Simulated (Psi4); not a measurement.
# BH2O (SMILES [BH]O): a chain of runs, part 2 of 2

Psi4 1.11. The steps go on from the part before.

## 5. A reaction path at UBP86-D3(BJ)/6-31G (density fitting, full hess every 0, irc direction backward, irc points 8, irc step size 0.2) (run 4)

File bh2o.in:

```
memory 1600 MB

molecule {
  0 2
  B      0.006154    -0.503314     0.406466
  O      0.133493     0.539289    -0.440674
  H      0.171660    -1.662645     0.046712
  H      0.643169     1.240362    -0.861005
  units angstrom
  symmetry c1
}

set globals {
  basis 6-31G
  reference uks
  opt_type irc
  irc_points 8
  irc_step_size 0.2
  full_hess_every 0
  geom_maxiter 90
  irc_direction backward
  g_convergence gau_loose
}

optimize('bp86-d3(bj)')
print_variables()
```

Launch:

```console
$ psi4 -n 1 bh2o.in bh2o.out
```

bh2o.out:

```text
Psi4 1.11 release

gradient() will perform analytic gradient computation.

   => Loading Basis Set <=

    Name: 6-31G
    Role: ORBITAL
    Keyword: BASIS

   => BP86-D3(BJ): Empirical Dispersion <=

        s6 =       1.000000
        s8 =       3.282200
        a1 =       0.394600
        a2 =       4.851600

         ---------------------------------------------------------
                                   SCF
                              UKS Reference
                        1 Threads,   1525 MiB Core
         ---------------------------------------------------------

  ==> Geometry <==

    Molecular point group: c1
    Full point group: C1

    Geometry (in Angstrom), charge = 0, multiplicity = 2:

       Center              X                  Y                   Z               Mass
    ------------   -----------------  -----------------  -----------------  -----------------
         B           -0.098056165693    -0.594946271619     0.523430671324    11.009305360000
         O            0.029282834307     0.447656728381    -0.323709328676    15.994914619570
         H            0.067449834307    -1.754277271619     0.163676671324     1.007825032230
         H            0.538958834307     1.148729728381    -0.744040328676     1.007825032230

  Running in c1 symmetry.

  Rotational constants: A =     15.95495  B =      1.03183  C =      0.98805 [cm^-1]
  Rotational constants: A = 478317.30559  B =  30933.38113  C =  29620.92003 [MHz]
  Nuclear repulsion =   25.466621401272775

  Charge       = 0
  Multiplicity = 2
  Electrons    = 15
  Nalpha       = 8
  Nbeta        = 7

  ==> Algorithm <==

  SCF Algorithm Type is DF.
  DIIS enabled.
  MOM disabled.
  Fractional occupation disabled.
  Guess Type is SAD.
  Energy threshold   = 1.00e-08
  Density threshold  = 1.00e-08
  Integral threshold = 1.00e-12

  ==> Primary Basis <==

  Basis Set: 6-31G
    Blend: 6-31G
    Number of shells: 14
    Number of basis functions: 22
    Number of Cartesian functions: 22
    Spherical Harmonics?: false
    Max angular momentum: 1

  ==> DFT Potential <==

   => LibXC <=

    Version 7.1.2

   => Composite Functional: BP86-D3BJ2B <=

    BP86 GGA Exchange-Correlation Functional

    Deriv               =              1
    GGA                 =           TRUE
    Meta                =          FALSE

    Exchange Hybrid     =          FALSE
    MP2 Hybrid          =          FALSE

   => Exchange Functionals <=

    1.0000     XC_GGA_X_B88

   => Correlation Functionals <=

    1.0000     XC_GGA_C_P86

   => LibXC Density Thresholds  <==

    XC_GGA_C_P86:  1.00E-15
    XC_GGA_X_B88:  1.00E-15

   => Molecular Quadrature <=

    Radial Scheme          =       TREUTLER
    Pruning Scheme         =           NONE
    Nuclear Scheme         =       TREUTLER

    Blocking Scheme        =         OCTREE
    BS radius alpha        =              1
    Pruning alpha          =              1
    Radial Points          =             75
    Spherical Points       =            302
    Total Points           =          86932
    Total Blocks           =            701
    Max Points             =            256
    Max Functions          =             22
    Weights Tolerance      =       1.00E-15

   => Loading Basis Set <=

    Name: (6-31G AUX)
    Role: JKFIT
    Keyword: DF_BASIS_SCF

  ==> Integral Setup <==

  DFHelper Memory: AOs need 0.001 GiB; user supplied 1.065 GiB.
  SCF_SUBTYPE=INCORE selected. In-core MEM_DF algorithm will be used.
  Using in-core AOs.

  ==> MemDFJK: Density-Fitted J/K Matrices <==

    J tasked:                   Yes
    K tasked:                    No
    wK tasked:                   No
    Memory [MiB]:              1090
    Algorithm:                 Core
    Schwarz Cutoff:           1E-12
    Mask sparsity (%):       0.0000
    Fitting Condition:        1E-10

   => Auxiliary Basis Set <=

  Basis Set: (6-31G AUX)
    Blend: CC-PVDZ-JKFIT
    Number of shells: 66
    Number of basis functions: 212
    Number of Cartesian functions: 212
    Spherical Harmonics?: false
    Max angular momentum: 3

  Cached 100.0% of DFT collocation blocks in 0.053 [GiB].

  Minimum eigenvalue in the overlap matrix is 3.3631363100E-02.
  Reciprocal condition number of the overlap matrix is 9.3761180873E-03.
    Using symmetric orthogonalization.

  ==> Pre-Iterations <==

  SCF Guess: Superposition of Atomic Densities via on-the-fly atomic UHF (no occupation information).

   -------------------------
    Irrep   Nso     Nmo
   -------------------------
     A         22      22
   -------------------------
    Total      22      22
   -------------------------

  ==> Iterations <==

                           Total Energy        Delta E     RMS |[F,P]|

[... 22 lines left out ...]
   @S^2 Expected:                7.500000000E-01
[... 151 lines left out ...]
    Weights Tolerance      =       1.00E-15
[... 136 lines left out ...]
 Dipole Y            :          0.6156203            0.0018423            0.6174627
[... 149 lines left out ...]
   @DF-UKS iter  11:  -101.17675872857043   -2.34479e-12   6.30264e-09 DIIS
[... 56 lines left out ...]
 Dipole X            :         -0.1254167            0.6619973            0.5365805
[... 149 lines left out ...]
   @DF-UKS iter  10:  -101.17675891299795   -1.40119e-11   5.26284e-08 DIIS
[... 33 lines left out ...]
    Total Energy =                       -101.1767589130002563
[... 172 lines left out ...]
   @DF-UKS iter   9:  -101.17675794810064   -3.56991e-10   1.48677e-07 DIIS
[... 33 lines left out ...]
    VV10 Nonlocal Energy =                  0.0000000000000000
[... 172 lines left out ...]
   @DF-UKS iter   8:  -101.17675772967127   -9.40442e-09   6.41336e-07 DIIS
[... 33 lines left out ...]
    Empirical Dispersion Energy =          -0.0016759873786079
[... 172 lines left out ...]
   @DF-UKS iter   7:  -101.17675830868998   -2.39205e-07   4.57924e-06 DIIS
[... 33 lines left out ...]
    DFT Exchange-Correlation Energy =     -13.3482810490699464
[... 172 lines left out ...]
   @DF-UKS iter   6:  -101.17675853442918   -1.75853e-05   2.35070e-05 DIIS
[... 33 lines left out ...]
    Two-Electron Energy =                  74.4511651807748365
[... 156 lines left out ...]
   @DF-UKS iter   6:  -101.17675714779192   -1.74866e-05   2.34418e-05 DIIS
[... 33 lines left out ...]
    Two-Electron Energy =                  74.4517989061832424
[... 172 lines left out ...]
   @DF-UKS iter   5:  -101.17674022443063   -7.14374e-04   2.39797e-04 ADIIS/DIIS
[... 33 lines left out ...]
    One-Electron Energy =                -187.7621525257418398
[... 172 lines left out ...]
   @DF-UKS iter   4:  -101.17601275344859   -2.21304e-02   1.38479e-03 ADIIS/DIIS
[... 33 lines left out ...]
    Nuclear Repulsion Energy =             25.4647728853170641
[... 172 lines left out ...]
   @DF-UKS iter   3:  -101.15371383497977   -9.06681e-01   1.03987e-02 ADIIS/DIIS
[... 30 lines left out ...]
  @DF-UKS Final Energy:  -101.17675484084589
[... 175 lines left out ...]
   @DF-UKS iter   2:  -100.24992650903980    7.74587e-01   6.67887e-02 ADIIS/DIIS
[... 24 lines left out ...]
    Final Occupation by Irrep:
[... 165 lines left out ...]
   @DF-UKS iter   2:  -100.24934828022569    7.74982e-01   6.68097e-02 ADIIS/DIIS
[... 24 lines left out ...]
    Final Occupation by Irrep:
[... 170 lines left out ...]
    Translational S                         36.030 [cal/(mol K)]      150.750 [J/(mol K)]       0.05741773 [mEh/K] (mol. weight = 29.0199 [u], P = 101325.00 [Pa])
[... 244 lines left out ...]
   @DF-UKS iter   9:  -101.17727067450319   -5.82645e-13   8.11272e-09 DIIS
[... 56 lines left out ...]
 Dipole X            :          0.1581608            0.4122382            0.5703990
[... 281 lines left out ...]
   @DF-UKS iter   5:  -101.18618426614691   -3.40806e-07   4.50357e-06 DIIS
[... 33 lines left out ...]
    DFT Exchange-Correlation Energy =     -13.3417419521216498
[... 218 lines left out ...]
   @DF-UKS iter   2:  -101.18614862049144   -7.38069e-09   1.55005e-05 DIIS
[... 33 lines left out ...]
    Two-Electron Energy =                  74.3528963542995598
[... 218 lines left out ...]
   @DF-UKS iter   1:  -101.18614572299761    6.34449e-06   1.03329e-06 DIIS
[... 33 lines left out ...]
    DFT Exchange-Correlation Energy =     -13.3416830191677889
[... 230 lines left out ...]
   @DF-UKS iter   2:  -101.18833149851473    4.76601e-05   7.11999e-04 ADIIS/DIIS
[... 33 lines left out ...]
    Nuclear Repulsion Energy =             25.3770925463268107
[... 217 lines left out ...]
                           Total Energy        Delta E     RMS |[F,P]|
[... 31 lines left out ...]
  @DF-UKS Final Energy:  -101.18840059952306
[... 213 lines left out ...]
    Weights Tolerance      =       1.00E-15
[... 43 lines left out ...]
   @S   Expected:                5.000000000E-01
[... 137 lines left out ...]
	Measures of convergence in internal coordinates in au.
[... 114 lines left out ...]
   @S   Expected:                5.000000000E-01
[... 149 lines left out ...]
	Measures of convergence in internal coordinates in au.
[... 114 lines left out ...]
   @Spin Contamination Metric:   2.219827764E-03
[... 79 lines left out ...]
 Dipole Z            :         -2.6067926            1.8816223           -0.7251703
[... 24 lines left out ...]
  Nuclear repulsion =   25.318713708555794

   => Molecular Quadrature <=

    Radial Scheme          =       TREUTLER
    Pruning Scheme         =           NONE
    Nuclear Scheme         =       TREUTLER

    Blocking Scheme        =         OCTREE
    BS radius alpha        =              1
    Pruning alpha          =              1
    Radial Points          =             75
    Spherical Points       =            302
    Total Points           =          86916
    Total Blocks           =            695
    Max Points             =            256
    Max Functions          =             22
    Weights Tolerance      =       1.00E-15

  -Total Gradient:
     Atom            X                  Y                   Z
    ------   -----------------  -----------------  -----------------
       1        0.001890983568     0.000868019352     0.000045300621
       2       -0.001155146397    -0.001489467036    -0.001098451748
       3       -0.001139048270    -0.000446674968     0.000222571512
       4        0.000409834818     0.001067395943     0.000831821117

	total time  =          0 seconds =       0.00 minutes

    			-----------------------------------------

    			 OPTKING 3.0: for geometry optimizations

    			        with contributions from

    			-----------------------------------------

	                            ===> Fragment 1 <==

	 Z (Atomic Numbers)          Masses                          Geom
	       5.000000            11.009305         -0.43131831 -1.10695364  0.87970261
	       8.000000            15.994915         -0.04660507  1.22292753 -0.13112549
	       1.000000             1.007825          0.41228919 -3.10302774  0.12275312
	       1.000000             1.007825          1.08161773  1.56439795 -1.59063997

	 - Coordinate -           - BOHR/RAD -       - ANG/DEG -
	 R(1,2)           =         2.568681           1.359288
	 R(1,3)           =         2.295421           1.214685
	 R(2,4)           =         1.876079           0.992778
	 B(1,2,4)         =         2.166756         124.145952
	 B(2,1,3)         =         2.219225         127.152218
	 D(3,1,2,4)       =        -0.064240          -3.680676

	        --- Internal Coordinate Step in ANG or DEG, aJ/ANG or AJ/DEG ---
	-------------------------------------------------------------------------------
	           Coordinate      Previous         Force          Change          New
	           ----------      --------        ------          ------        ------
	               R(1,2)       1.35929        0.00321        0.00046       1.35975
	               R(1,3)       1.21468        0.00086        0.00047       1.21515
	               R(2,4)       0.99278        0.00170        0.00001       0.99279
	             B(1,2,4)     124.14595       -0.00014        0.33490     124.48085
	             B(2,1,3)     127.15222       -0.00016       -0.42269     126.72953
	           D(3,1,2,4)      -3.68068        0.00012        0.19855      -3.48213
	-------------------------------------------------------------------------------

	                                 ==> Convergence Check <==

	Measures of convergence in internal coordinates in au.

	Criteria marked as inactive (o), active & met (*), and active & unmet ( ).

	------------------------------------------------------------------------------------------------------------------
	   Step    Sphere Step     Total Energy     Delta E     Max Force     RMS Force      Max Disp      RMS Disp
	------------------------------------------------------------------------------------------------------------------
	  Convergence Criteria                              o    2.50e-03 *    1.70e-03 *    1.00e-02 *    6.70e-03 *
	------------------------------------------------------------------------------------------------------------------
	     8          1         -101.19089173   -8.39e-04 o    1.07e-03 *    5.03e-04 *    7.38e-03 *    4.13e-03 *  ~
	------------------------------------------------------------------------------------------------------------------

Next Geometry in Ang
	Fragment 1 (Ang)

	    B  -0.2306039272  -0.5862545116   0.4677399037
	    O  -0.0232923741   0.6454348137  -0.0697358201
	    H   0.2190882639  -1.6404288886   0.0639054014
	    H   0.5724433747   0.8284115000  -0.8425517997

    Final optimized geometry and variables:
    Molecular point group: c1
    Full point group: C1

    Geometry (in Angstrom), charge = 0, multiplicity = 2:

    B           -0.228243819774    -0.585774640601     0.465518571968
    O           -0.024662342364     0.647145377717    -0.069388618463
    H            0.218174043422    -1.642051565995     0.064958151905
    H            0.572367455943     0.827843742402    -0.841730420112

  Variable Map:
  ----------------------------------------------------------------------------
  "BP86-D3(BJ) DISPERSION CORRECTION ENERGY" =>      -0.001700352400
  "CURRENT ENERGY"                           =>    -101.190891732543
  "CURRENT REFERENCE ENERGY"                 =>    -101.190891732543
  "DD SOLVATION ENERGY"                      =>       0.000000000000
  "DFT FUNCTIONAL TOTAL ENERGY"              =>    -101.189191380143
  "DFT TOTAL ENERGY"                         =>    -101.190891732543
  "DFT VV10 ENERGY"                          =>       0.000000000000
  "DFT XC ENERGY"                            =>     -13.337394850595
  "DISPERSION CORRECTION ENERGY"             =>      -0.001700352400
  "GRID ELECTRONS ALPHA"                     =>       7.999999022892
  "GRID ELECTRONS BETA"                      =>       6.999998920155
  "GRID ELECTRONS TOTAL"                     =>      14.999997943046
  "NUCLEAR REPULSION ENERGY"                 =>      25.318713708556
  "ONE-ELECTRON ENERGY"                      =>    -187.409269982577
  "OPTIMIZATION ITERATIONS"                  =>      21.000000000000
  "PCM POLARIZATION ENERGY"                  =>       0.000000000000
  "PE ENERGY"                                =>       0.000000000000
  "SCF ITERATION ENERGY"                     =>    -101.190891732543
  "SCF ITERATIONS"                           =>       9.000000000000
  "SCF TOTAL ENERGY"                         =>    -101.190891732543
  "TWO-ELECTRON ENERGY"                      =>      74.238759744473
  "XC GRID RADIAL POINTS"                    =>      75.000000000000
  "XC GRID SPHERICAL POINTS"                 =>     302.000000000000
  "XC GRID TOTAL POINTS"                     =>   86916.000000000000

  Array Variable Map:
  ----------------------------------------------------------------------------
  "-D GRADIENT"                              =>       0.000013277212 ... -0.000008339481 4 by 3
  "BP86-D3(BJ) DISPERSION CORRECTION GRADIENT" =>       0.000013277212 ... -0.000008339481 4 by 3
  "CURRENT DIPOLE"                           =>       0.578873037763 ... -0.725170267937 1 by 3
  "CURRENT GRADIENT"                         =>       0.001890983568 ... 0.000831821117 4 by 3
  "DFT TOTAL GRADIENT"                       =>       0.001890983568 ... 0.000831821117 4 by 3
  "DISPERSION CORRECTION GRADIENT"           =>       0.000013277212 ... -0.000008339481 4 by 3
  "SCF DIPOLE"                               =>       0.578873037763 ... -0.725170267937 1 by 3
  "SCF TOTAL ENERGIES"                       =>    -101.185482988993 ... -101.190891732543 1 by 10
  "SCF TOTAL GRADIENT"                       =>       0.001890983568 ... 0.000831821117 4 by 3

    Psi4 run time: 0:00:36.38

[set-up sections that repeat, and orbital energies of the middle runs, are left out above]
```

On the terminal:

```text
Warning: thermodynamics relations excluded imaginary frequencies: ['867.1685i']
Warning: used thermodynamics relations inappropriate for low-frequency modes: ['291.4679']
Optimizer: Optimization complete!
```

Wall time 37 s (1 thread of Intel Xeon 6975P-C (Granite Rapids), shared host); peak memory 0.28 GiB.

Step by step:

```csv
step,energy from the first frame kept (eV),largest force (eV/Å)
0,0.0000,0.0051
1,-0.0139,0.3792
2,-0.0147,0.3873
3,-0.0143,0.3829
4,-0.0555,0.6961
5,-0.0556,0.6957
6,-0.0552,0.6930
7,-0.1164,0.8877
8,-0.1156,0.8851
9,-0.1153,0.8840
10,-0.1866,0.9404
11,-0.1855,0.9394
12,-0.1853,0.9390
13,-0.2565,0.8642
14,-0.2555,0.8650
15,-0.2554,0.8652
16,-0.3174,0.6788
17,-0.3168,0.6812
18,-0.3620,0.4154
19,-0.3617,0.4182
20,-0.3846,0.1122
```

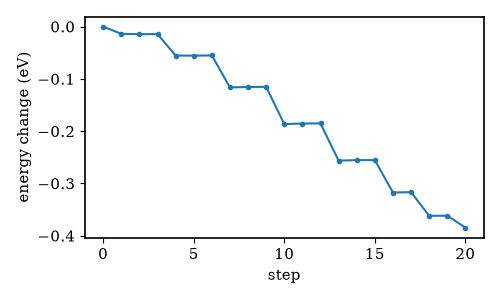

Energy along the run.

## 6. Summary of results

The summary covers parts 1 to 2.

| quantity | value |
| --- | --- |
| run 1, UBP86-D3(BJ)/6-31G: total energy | -101.19129 Eh |
| run 1, UBP86-D3(BJ)/6-31G: dipole moment | 1.77 D |
| run 1, UBP86-D3(BJ)/6-31G: HOMO energy (highest over α and β) | -4.01 eV |
| run 1, UBP86-D3(BJ)/6-31G: LUMO energy (lowest over α and β) | -1.70 eV |
| run 1, UBP86-D3(BJ)/6-31G: dispersion energy | -4.42 kJ/mol |
| run 1, UBP86-D3(BJ)/6-31G: ⟨S²⟩ | 0.751 |
| run 2, UBP86-D3(BJ)/6-31G: total energy at the end | -101.17676 Eh |
| run 2, UBP86-D3(BJ)/6-31G: dipole moment | 2.49 D |
| run 2, UBP86-D3(BJ)/6-31G: HOMO energy (highest over α and β) | -3.43 eV |
| run 2, UBP86-D3(BJ)/6-31G: LUMO energy (lowest over α and β) | -1.50 eV |
| run 2, UBP86-D3(BJ)/6-31G: dispersion energy | -4.40 kJ/mol |
| run 2, UBP86-D3(BJ)/6-31G: ⟨S²⟩ | 0.752 |
| run 3, UBP86-D3(BJ)/6-31G: lowest harmonic wavenumber | 867i cm⁻¹ (imaginary) |
| run 3, UBP86-D3(BJ)/6-31G: highest harmonic wavenumber | 3863 cm⁻¹ |
| run 4, UBP86-D3(BJ)/6-31G: total energy at the end | -101.19089 Eh |
| run 4, UBP86-D3(BJ)/6-31G: dipole moment | 2.36 D |
| run 4, UBP86-D3(BJ)/6-31G: HOMO energy (highest over α and β) | -4.08 eV |
| run 4, UBP86-D3(BJ)/6-31G: LUMO energy (lowest over α and β) | -1.62 eV |
| run 4, UBP86-D3(BJ)/6-31G: dispersion energy | -4.46 kJ/mol |

1 mode is imaginary (lowest 867i cm⁻¹): a first-order saddle point, unless the integration grid spoils the Hessian.
